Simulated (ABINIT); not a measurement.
# GaN (P6_3mc): G0W0 with ABINIT, start to end, part 3 of 3

How does a plane-wave GW calculation on GaN (P6_3mc) run from the first input to the gap?

ABINIT 10.8.3; PBE and many-body steps on it, plane waves. Known limits of the many-body steps: not at the basis limit; no spin-orbit coupling; coarse k mesh.

So far. Step 3 (Bands along the symmetry lines): The gap is 1.995 eV, as in the run before at this level. Step 4 (Empty states on the mesh, 3×3×2 mesh, 66 bands): On this mesh the gap is 1.995 eV.

The database entry behind the starting cell differs from later determinations by our own check (about 0.3 % short, ideal inner coordinate), so it need not match the best structure at ambient conditions.

### 5. Screening, 3×3×2 mesh, 60 bands, screening to 108.8 eV

The RPA dielectric matrix is built and inverted for each q.

This step: RPA screening on PBE, plane waves, norm-conserving pseudopotentials.

run.abi reads:

```
acell 3*1.0 Angstrom
rprim 
  3.179999999980 0.000000000005 0.000000000000
  -1.589999999994 2.753960784015 0.000000000000
  0.000000000000 0.000000000000 5.166000000000
ntypat 2
znucl 31 7
natom 4
typat 1 1 2 2
xred 
  0.333333333333 0.666666666667 0.000000000000
  0.666666666667 0.333333333333 0.500000000000
  0.333333333333 0.666666666667 0.375000000000
  0.666666666667 0.333333333333 0.875000000000
pp_dirpath "pseudos"
pseudos "Ga.upf, N.upf"
ecut 45
ngkpt 3 3 2
nshiftk 1
shiftk 0 0 0
kptopt 1
chksymbreak 0
istwfk *1
occopt 1
irdwfk 1
optdriver 3
nband 60
ecuteps 4
inclvkb 2
awtr 1
symchi 1
indata_prefix "in"
outdata_prefix "out"
tmpdata_prefix "tmp"
```

Started as:

```sh
OMP_NUM_THREADS=1 mpirun -n 8 abinit run.abi > log
```

Numbers of over 12 decimals in the logs are rounded to 6 here.

What it wrote:

```text
.Version 10.8.3 of ABINIT. v10.8.2 released Aug 2026.

 Symmetries : space group P6_3 m c (#186); Bravais hP (primitive hexag.)
[... echo of the input left out ...]
== DATASET  1 ==================================================================
-   mpi_nproc: 8, omp_nthreads: 1 (-1 if OMP is not activated)

--- !DatasetInfo
iteration_state: {dtset: 1, }
dimensions: {natom: 4, nkpt: 6, mband: 60, nsppol: 1, nspinor: 1, nspden: 1, mpw: 4419, }
cutoff_energies: {ecut:  45.0, pawecutdg:  -1.0, }
electrons: {nelect:   5.20000000E+01, charge:   0.00000000E+00, occopt:   1.00000000E+00, tsmear:   1.00000000E-02, }

 SCREENING: Calculation of the susceptibility and dielectric matrices

 Based on a program developped by R.W. Godby, V. Olevano, G. Onida, and L. Reining.
 Incorporated in ABINIT by V. Olevano, G.-M. Rignanese, and M. Torrent.
.Using double precision arithmetic ; gwpc =  8

[... cell and pseudopotentials left out ...]
--------------------------------------------------------------------------------

 ==== K-mesh for the wavefunctions ====
 Number of points in the irreducible wedge :     6
[... list of points left out ...]
 Together with 12 symmetry operations and time-reversal symmetry
 yields    18 points in the full Brillouin Zone.

 ==== Q-mesh for the screening function ====
 Number of points in the irreducible wedge :     6
[... list of points left out ...]
 Together with 12 symmetry operations and time-reversal symmetry
 yields    18 points in the full Brillouin Zone.

 setmesh: FFT mesh size selected  =    24x   24x   40
          total number of points  =        23040

 vcoul_init : cutoff-mode = AUXILIARY_FUNCTION
 q-points for optical limit:   1
     1)      0.000010    0.000020    0.000030

- screening: taking advantage of time-reversal symmetry
- Maximum band index for partially occupied states nbvw = 26
- Remaining bands to be divided among processors   nbcw = 34
- Number of bands treated by each node ~4

 Number of electrons calculated from density =   52.0000; Expected =   52.0000
 average of density, n =  0.170321
 r_s =    1.1191
 omega_plasma =   39.8097 [eV]

 calculating chi0 at frequencies [eV] :
  1    0.000000E+00    0.000000E+00
  2    0.000000E+00    3.980974E+01

--------------------------------------------------------------------------------
  q-point number  1        q = ( 0.000000, 0.000000, 0.000000) [r.l.u.]
--------------------------------------------------------------------------------
[... chi0 elements left out ...]
 For q-point:  0.000010 0.000020 0.000030
  dielectric constant =   9.4641
  dielectric constant without local fields =  10.1255

  Average fulfillment of the sum rule on Im[epsilon] for q-point    1 :     23.26  [%]
[... wings left out ...]
  q-point number  2        q = ( 0.333333, 0.000000, 0.000000) [r.l.u.]
--------------------------------------------------------------------------------
[... chi0 elements left out ...]
  Average fulfillment of the sum rule on Im[epsilon] for q-point    2 :     27.19  [%]

 [... 4 further q-points ...]
```

Run time: 7.1 s. Hardware: 8 MPI ranks of AMD EPYC 7B13 (Zen 3), shared host; peak memory 1.3 GiB.

This step gave:

```
ε∞ with local fields, on this mesh, along the program's q direction : 9.464
the same without local fields                                       : 10.13
plasma frequency                                                    : 39.81 eV
plane waves in the screening matrix                                 : 111
```

Local fields lower ε∞ by 7 %. On a Γ-centred mesh this coarse the value itself is usually too large, while a short band sum pulls it down.

### 6. Self-energy, 3×3×2 mesh, 60 bands, screening to 108.8 eV

The self-energy is evaluated for the states that the input lists, and the levels follow from it, in one-shot runs by the linearised quasiparticle equation.

This step: G0W0 on PBE, plane waves, norm-conserving pseudopotentials.

Edit run.abi of step 5 so:

```diff
@@ -25,8 +25,15 @@
 irdwfk 1
-optdriver 3
+optdriver 4
 nband 60
+gwcalctyp 0
+ecutsigx 45
+symsigma 1
+nkptgw 1
+kptgw 
+  0.0000000000 0.0000000000 0.0000000000
+bdgw 
+  25 28
 ecuteps 4
-inclvkb 2
-awtr 1
-symchi 1
+irdscr 1
+ppmodel 1
 indata_prefix "in"
```

What it wrote:

```text
.Version 10.8.3 of ABINIT. v10.8.2 released Aug 2026.

 Symmetries : space group P6_3 m c (#186); Bravais hP (primitive hexag.)
[... echo of the input left out ...]
== DATASET  1 ==================================================================
-   mpi_nproc: 8, omp_nthreads: 1 (-1 if OMP is not activated)

--- !DatasetInfo
iteration_state: {dtset: 1, }
dimensions: {natom: 4, nkpt: 6, mband: 60, nsppol: 1, nspinor: 1, nspden: 1, mpw: 4419, }
cutoff_energies: {ecut:  45.0, pawecutdg:  -1.0, }
electrons: {nelect:   5.20000000E+01, charge:   0.00000000E+00, occopt:   1.00000000E+00, tsmear:   1.00000000E-02, }

 SIGMA: Calculation of the GW corrections

 Based on a program developped by R.W. Godby, V. Olevano, G. Onida, and L. Reining.
 Incorporated in ABINIT by V. Olevano, G.-M. Rignanese, and M. Torrent.
.Using double precision arithmetic ; gwpc =  8

[... cell and pseudopotentials left out ...]
--------------------------------------------------------------------------------

 ==== K-mesh for the wavefunctions ====
 Number of points in the irreducible wedge :     6
[... list of points left out ...]
 Together with 12 symmetry operations and time-reversal symmetry
 yields    18 points in the full Brillouin Zone.

 ==== Q-mesh for screening function ====
 Number of points in the irreducible wedge :     6
[... list of points left out ...]
 Together with 12 symmetry operations and time-reversal symmetry
 yields    18 points in the full Brillouin Zone.

 vcoul_init : cutoff-mode = AUXILIARY_FUNCTION
 q-points for optical limit:   1
     1)      0.000010    0.000020    0.000030
 setmesh: FFT mesh size selected  =    32x   32x   60
          total number of points  =        61440

 Number of electrons calculated from density =   52.0000; Expected =   52.0000
 average of density, n =  0.170321
 r_s =    1.1191
 omega_plasma =   39.8097 [eV]

 === KS Band Gaps ===
  >>>> For spin  1
   Minimum direct gap =   1.9947 [eV], located at k-point      :   0.0000  0.0000  0.0000
   Fundamental gap    =   1.9947 [eV], Top of valence bands at :   0.0000  0.0000  0.0000
                                       Bottom of conduction at :   0.0000  0.0000  0.0000
 SIGMA fundamental parameters:
 PLASMON POLE MODEL  1
 number of plane-waves for SigmaX                 4367
 number of plane-waves for SigmaC and W            111
 number of plane-waves for wavefunctions          4367
 number of bands                                    60
 number of independent spin polarizations            1
 number of spinorial components                      1
 number of k-points in IBZ                           6
 number of q-points in IBZ                           6
 number of symmetry operations                      12
 number of k-points in BZ                           18
 number of q-points in BZ                           18
 number of frequencies for dSigma/dE                 9
 frequency step for dSigma/dE [eV]                0.25
 number of omega for Sigma on real axis              0
 max omega for Sigma on real axis  [eV]           0.00
 zcut for avoiding poles [eV]                     0.10

 EPSILON^-1 parameters (SCR file):
 dimension of the eps^-1 matrix on file            111
 dimension of the eps^-1 matrix used               111
 number of plane-waves for wavefunctions          4367
 number of bands                                    60
 number of q-points in IBZ                           6
 number of frequencies                               2
 number of real frequencies                          1
 number of imag frequencies                          1

 matrix elements of self-energy operator (all in [eV])

 Perturbative Calculation

--- !SelfEnergy_ee
iteration_state: {dtset: 1, }
kpoint     : [   0.000,    0.000,    0.000, ]
spin       : 1
KS_gap     :    1.995
QP_gap     :    2.719
Delta_QP_KS:    0.725
data: !SigmaeeData |
     Band     E0 <VxcDFT>   SigX SigC(E0)      Z dSigC/dE  Sig(E)    E-E0       E
       25   7.035 -19.170 -22.692   3.884   0.797  -0.255 -18.882   0.288   7.323
       26   7.035 -19.170 -22.692   3.884   0.797  -0.255 -18.882   0.288   7.323
       27   9.029 -14.201  -9.579  -3.389   0.822  -0.217 -13.188   1.013  10.042
       28  11.364 -13.972  -8.636  -3.862   0.830  -0.204 -12.748   1.224  12.587

== END DATASET(S) ==============================================================
================================================================================

 -outvars: echo values of variables after computation  --------
           etotal      0.0000000000E+00
            nband          60
             nkpt           6
          spgroup         186
 [... the other variables as echoed above ...]

 Calculation completed.
```

It took 3.5 s on 8 MPI ranks; peak memory 0.88 GiB.

Numbers from this step:

```
G0W0 gap on the points computed              : 2.719 eV
starting gap on the mesh                     : 1.995 eV
k of the valence top                         : 0, 0, 0
k of the conduction bottom                   : 0, 0, 0
Z at the valence top                         : 0.797
Z at the conduction bottom                   : 0.822
least direct G0W0 gap on the computed points : 2.719 eV
```

The gap on the mesh goes from 1.99 eV to 2.72 eV, a correction of +0.72 eV.

Limits: finite bands, cutoff and mesh; no spin-orbit coupling; coarse k mesh. v1 is the top filled band, c1 the lowest empty one. Levels before and after the correction, in eV, zero at the valence-band top of each column:

```tsv
	conduction bottom	valence top
Kohn-Sham	1.99	0.00
G0W0	2.72	0.00
```

```tsv
	level	energy (eV)
Kohn-Sham	Γ v2-v1	0.000
Kohn-Sham	Γ c1	1.995
Kohn-Sham	Γ c2	4.329
G0W0	Γ v2-v1	0.000
G0W0	Γ c1	2.719
G0W0	Γ c2	5.264
```

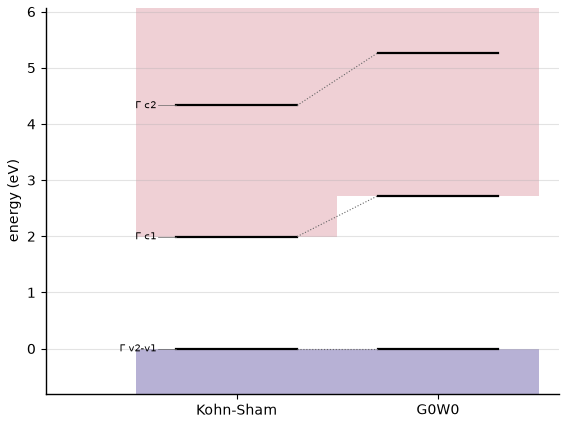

Levels before and after the correction. Shaded: valence and conduction bands.

### 7. Where the time went

Times are wall times on the hardware named with each run, good to a factor of about two.

```tsv
step	time	share	memory (GiB)
ground state	19 s	29 %	0.77
bands along the symmetry lines	26 s	40 %	0.73
empty states on the mesh	8.8 s	14 %	0.46
screening	7.1 s	11 %	1.3
self-energy	3.5 s	5 %	0.88
```

### 8. Outcome

| Property | Result |
| --- | --- |
| PBE gap | 1.99 eV, direct |
| G0W0 gap on the mesh | 2.72 eV |
| GW settings | 3×3×2 mesh, 60 bands, screening to 108.8 eV, Godby-Needs plasmon pole |
| known limits | not at the basis limit; no spin-orbit coupling; coarse k mesh |

What this shows: G0W0 moves the gap on the mesh from 1.99 eV to 2.72 eV (+0.72 eV), with Z of 0.80 and 0.82 at the edges. Local fields lower the RPA ε∞ on this mesh from 10.13 to 9.46; a Γ-centred mesh this coarse tends to raise both, most where the direct gap is narrow, while a short band sum lowers them. Only 1 of the mesh's irreducible points was corrected, so a valley elsewhere could overtake. Bands and cutoff are finite, so the gap is not at the basis limit. The miss can reach some tenths of an eV and take either sign; the mesh is an error of its own. In the G0W0 run levels were corrected at 1 k point alone, so a gap called «on the mesh» is the least over those, and an edge elsewhere would be missed. The 3×3×2 mesh is coarse for this cell, which bears on the long-range parts of exchange and screening. The many-body steps are scalar-relativistic: spin-orbit coupling is not in them.

[Paths, hosts, dates, memory and timing lines, banners, echoed tables and standing remarks are left out of the program output.]

[Logs are printed without paths, hosts, clocks, repeated set-up lines and the standing remarks that a program may print on its own settings, such as how far it seeks lower states.]

[Runs of the session that timed out or met a known fault of the program may be left out.]

[Hosts, paths, dates, database ids (printed as entryN), source tags and the programs' standing remarks are cut or masked in the printed files.]

[G0W0 gaps are taken among the corrected bands and points alone; a level outside them can change the order at an edge.]

[Where Ansatz stands beside ABINIT at settings called matched, ABINIT's density can come from a denser mesh and the files from another edition; pairs whose starting gaps differed by over 0.03 eV were left out, so agreement reads better than it is.]
